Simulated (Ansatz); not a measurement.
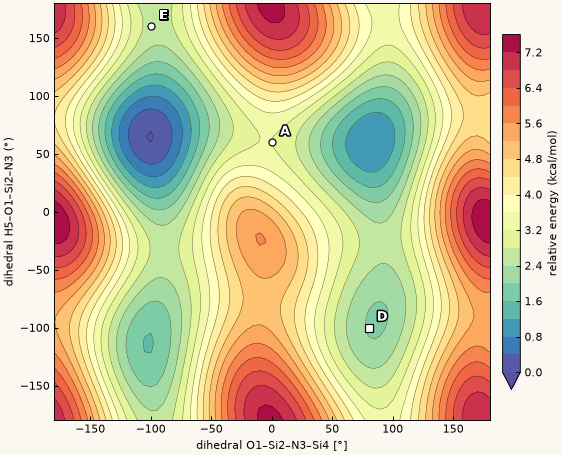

H₆NOSi₂, SMILES O[SiH2]N[SiH2], spin multiplicity 2. First axis: dihedral O1–Si2–N3–Si4. Second axis: dihedral H5–O1–Si2–N3. Nothing is relaxed (all other coordinates rigid). The scan uses an 18 × 18 grid. Points are written as (first, second). All energies are given in kcal/mol relative to the lowest grid point. Theory: UKS SPW92 (LDA)/def2-SVP (Ansatz).

In the figure: filled contours, lettered points. Between grid points the surface is interpolated.

> Rank the lettered points by energy, lowest first.

D (2.0 kcal/mol), E (2.6 kcal/mol), A (3.2 kcal/mol).

> What kind of point is each of A, D, E: minimum, saddle, maximum or slope?

A: saddle point; D: minimum; E: saddle point. (In these two coordinates alone; a stationary point may lie a little off the grid point.)
